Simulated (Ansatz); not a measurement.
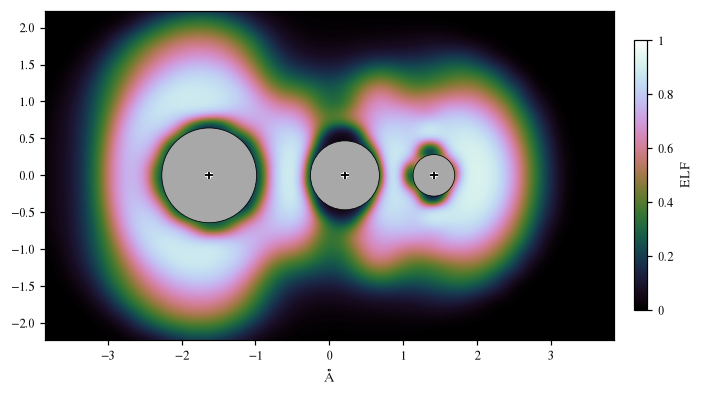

The ELF on a plane through atoms (crosses mark nuclei in the plane; grey discs cover the cores).

These are results of Ansatz 0.2.0, RKS PBE0-D4/def2-SVP, not measurements.

Candidates:
A. CH₇Si₂ (SMILES [SiH2+]C[SiH3]) (charge +1)
B. BBrO (SMILES O=BBr)

Q: Which system is this?

A: Candidate B: BBrO on a plane that holds the molecular axis, which holds O, B and Br. B–O (1.20 Å): the ELF peaks at about 0.85 between the atoms: a polar covalent bond. B–Br (1.84 Å): the ELF peaks at about 0.90 between the atoms, as expected for a polar covalent bond.
